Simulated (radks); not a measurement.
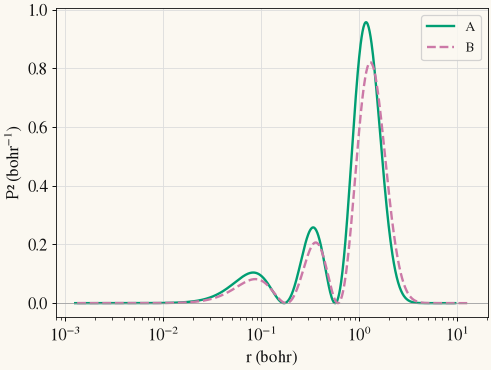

Two nuclei with the same 38 electrons, [Kr] 5s2, were computed: Z = 38.3 with 38 electrons; Z = 39.9 with 38 electrons. All numbers are computed, not measured: scalar-relativistic Kohn-Sham, LDA (Slater exchange, Perdew-Wang correlation), spin-polarised, spherical densities, finite nucleus (the in-house radial solver radks).

The plot shows P² of the 4p down orbital in both runs (large components where relativistic).

Q: Assign A and B.

Answer: A is Z = 39.9 with 38 electrons (⟨r⟩ = 1.34 bohr, eigenvalue −52.0 eV); B is Z = 38.3 with 38 electrons (⟨r⟩ = 1.53 bohr, eigenvalue −26.8 eV). The larger nuclear charge pulls the orbital in.
